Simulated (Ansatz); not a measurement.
# C3H5F (allyl fluoride) at B3LYP/6-31G(d) (Cartesian functions)

Aim: the vertical singlet–triplet gap of C3H5F (allyl fluoride) at B3LYP/6-31G* (Cartesian functions), from 2 runs. 

Program for the calculation: Ansatz 0.2.0.

52 further runs of the same task are left out: 52 set aside as unsound or not needed.

### 1 The structure to begin with

C3H5F: 9 atoms, total charge 0, spin state singlet. SMILES: `C=CCF`. Geometry: relaxed at PBE0-D4/def2-TZVP. This is one conformer, not always the lowest.

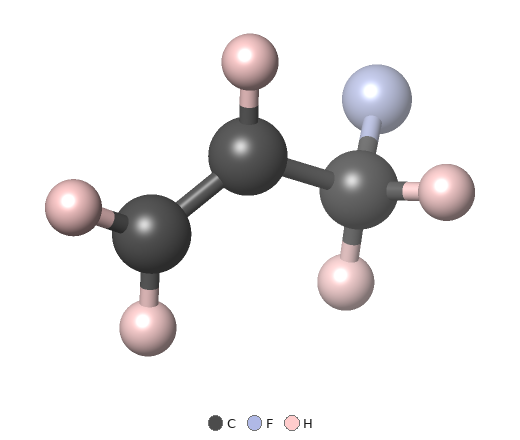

The structure, seen from a chosen angle (carbon dark grey, fluorine light blue, hydrogen pink).

### 2 The energy at B3LYP/6-31G(d) (Cartesian functions)

File input.yaml:

```yaml
crystal:
  periodic: [false, false, false]
  atoms:
    - {symbol: C, position_ang: [-0.578000, 1.122500, -0.608000]}
    - {symbol: C, position_ang: [0.352500, 0.215400, -0.353400]}
    - {symbol: C, position_ang: [0.200500, -0.852800, 0.668500]}
    - {symbol: F, position_ang: [0.430500, -2.098200, 0.102300]}
    - {symbol: H, position_ang: [-0.422500, 1.909200, -1.336700]}
    - {symbol: H, position_ang: [-1.531700, 1.114000, -0.089100]}
    - {symbol: H, position_ang: [1.299800, 0.230700, -0.886500]}
    - {symbol: H, position_ang: [0.929800, -0.730800, 1.477200]}
    - {symbol: H, position_ang: [-0.806800, -0.852300, 1.094700]}
basis:
  gaussian: {orbitals: "6-31G*"}
hamiltonian: {xc: {name: B3LYP}}
accuracy: high
output: {orbitals: {seedname: orbitals}}
```

On the command line:

```console
$ ansatz run input.yaml --threads 1 --pin off --max-ram 3480MiB --events-out events.jsonl --progress --plain --runs-dir runs
```

Output:

```text
Warning: RAYON_NUM_THREADS=1 ignored (pool sized by the plan → 1); use --threads N
Functional definition: B3LYP
  name "B3LYP"
  parameter a0 = 0.2
  parameter ax = 0.72
  parameter ac = 0.81
  exchange = (1 - a0 - ax)*slater_x + ax*b88_x + a0*exact_x
  correlation = (1 - ac)*vwn_rpa_c + ac*lyp_c
1613 factors; integrals over basis functions are off by at most 3.0e-9 eV
mean field evaluation 1: about -5904.4792 eV, gradient 4.1e1 eV
mean field evaluation 2: about -5904.5365 eV, gradient 4.1e1 eV
mean field evaluation 4: about -5908.4131 eV, gradient 1.3e0 eV
mean field evaluation 8: about -5908.4096 eV, gradient 2.7e-2 eV
mean field evaluation 16: about -5908.4096 eV, gradient 6.5e-7 eV
mean field -5908.40960841 eV, -217.1300482451 hartree, gradient 7.4e-9 eV, S^2 0.000000; 0 other end points of the search recorded, 0 dependent functions left out
reference -5908.40963861 eV, -217.1300493551 hartree; 16, 16 occupied and 54, 54 virtual orbitals, 1613 factors
Total energy: -5908.40963861 eV, -217.1300493551 hartree
```

Run time: 3.6 s. Hardware: 1 thread of Arm Neoverse V2, shared host; peak memory 0.2 GiB.

### 3 The triplet at the same level

File input.yaml:

```yaml
crystal:
  periodic: [false, false, false]
  atoms:
    - symbol: C
      position_ang: [-0.578000, 1.122500, -0.608000]
    - symbol: C
      position_ang: [0.352500, 0.215400, -0.353400]
    - symbol: C
      position_ang: [0.200500, -0.852800, 0.668500]
    - symbol: F
      position_ang: [0.430500, -2.098200, 0.102300]
    - symbol: H
      position_ang: [-0.422500, 1.909200, -1.336700]
    - symbol: H
      position_ang: [-1.531700, 1.114000, -0.089100]
    - symbol: H
      position_ang: [1.299800, 0.230700, -0.886500]
    - symbol: H
      position_ang: [0.929800, -0.730800, 1.477200]
    - symbol: H
      position_ang: [-0.806800, -0.852300, 1.094700]
basis:
  gaussian: {orbitals: "6-31G*"}
total_charge: 0
magnetization: {spin_polarized: true, initial_magnetization: 2}
hamiltonian: {xc: {name: B3LYP}}
accuracy: high
output: {orbitals: {seedname: orbitals}}
```

On the command line:

```console
$ ansatz run input.yaml --threads 1 --pin off --max-ram 3480MiB --events-out events.jsonl --progress --plain --runs-dir runs
```

Output (excerpt; [...] marks lines left out):

```text
Warning: RAYON_NUM_THREADS=1 ignored (pool sized by the plan → 1); use --threads N
[... 7 set-up lines as earlier in the session ...]
1613 factors; integrals over basis functions are off by at most 3.0e-9 eV
mean field evaluation 1: about -5898.3071 eV, gradient 3.1e1 eV
mean field evaluation 2: about -5896.7799 eV, gradient 3.6e1 eV
mean field evaluation 4: about -5903.7140 eV, gradient 3.0e0 eV
mean field evaluation 8: about -5903.8845 eV, gradient 3.1e-1 eV
mean field evaluation 16: about -5903.8852 eV, gradient 2.0e-4 eV
mean field -5903.88524542 eV, -216.9637809721 hartree, gradient 3.7e-8 eV, S^2 2.006303; 0 other end points of the search recorded, 0 dependent functions left out
reference -5903.88527596 eV, -216.9637820945 hartree; 17, 15 occupied and 53, 55 virtual orbitals, 1613 factors
Total energy: -5903.88527596 eV, -216.9637820945 hartree
```

Run time: 8.1 s. Hardware: 1 thread of Arm Neoverse V2, shared host; peak memory 0.28 GiB.

### 4 What came out

At B3LYP/6-31G* (Cartesian functions):

| quantity | value |
| --- | --- |
| singlet: total energy | -217.13005 Eh |
| singlet: HOMO energy | -7.46 eV |
| singlet: LUMO energy | 0.10 eV |
| singlet: HOMO–LUMO gap | 7.56 eV |
| triplet: total energy | -216.96378 Eh |
| triplet: HOMO energy (highest over α and β) | -2.99 eV |
| triplet: ⟨S²⟩ | 2.006 |
| vertical energy of the triplet above the singlet | 4.524 eV |

What this shows: At this shape the triplet lies 4.52 eV (437 kJ/mol) above the singlet.
